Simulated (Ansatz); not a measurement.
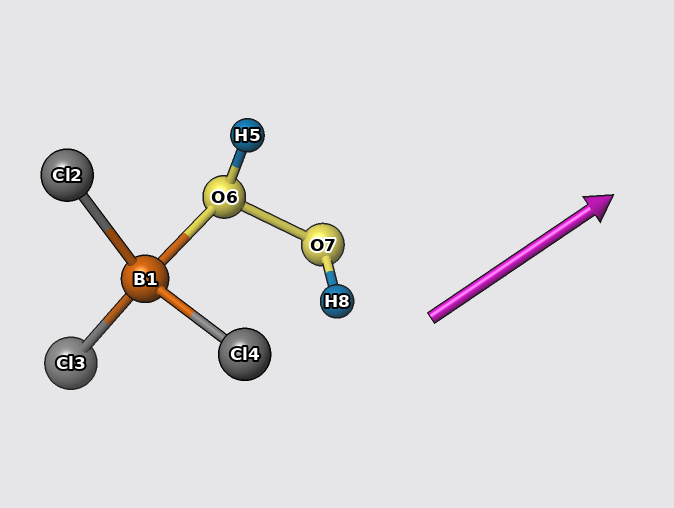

The arrow beside the molecule shows the direction of the dipole moment, from the negative to the positive end (its length means nothing). The computed structure is the end point of a PBE0-D4/def2-TZVP optimisation. Properties computed with RKS PBE0-D4/def2-TZVP (Ansatz 0.2.0).

> How large is the dipole moment?

3.11 D; it points from the side of Cl3 to the side of H5, O7 (the outermost atoms at the two ends).
